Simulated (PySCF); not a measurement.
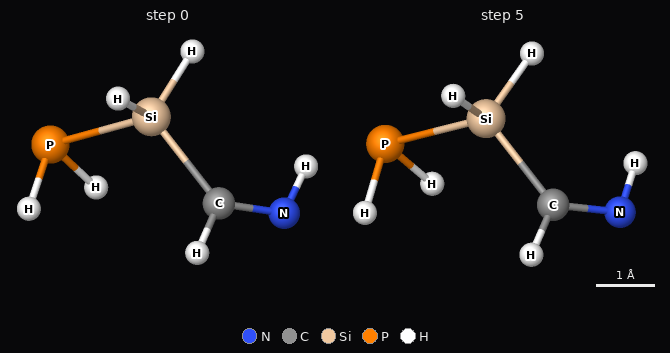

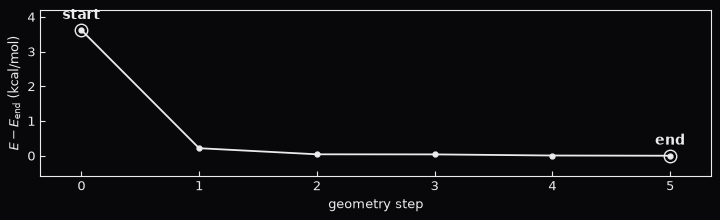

First and last geometry of a relaxation of CH6NPSi, with the history of the run. Style: ball-and-stick. Shown from a free direction.

The start comes from GFN2-xTB. Its atoms were then displaced at random by about 0.01 Å.

Level of theory: PySCF 2.14.0, density-fitted response routines, PBE0-D3(BJ)/def2-SVP geometry optimisation, gas phase. 

**Read the history and describe the run.**

It converged. An H atom moves most after the best rigid fit: 0.11 Å. By element the largest moves are H 0.11 Å, Si 0.04 Å, C 0.03 Å, N 0.02 Å, P 0.01 Å. Among the contacts that change: H–P 1.355 → 1.430 Å, H–Si 1.456 → 1.496 Å, P–Si 2.293 → 2.267 Å, H–P 1.405 → 1.429 Å. Bond angles that change, for instance: C–N–H 115.0° → 110.8°, C–Si–H 110.1° → 107.7°, N–C–Si 129.0° → 126.6°. Over 5 geometry steps the energy falls by 3.62 kcal/mol.
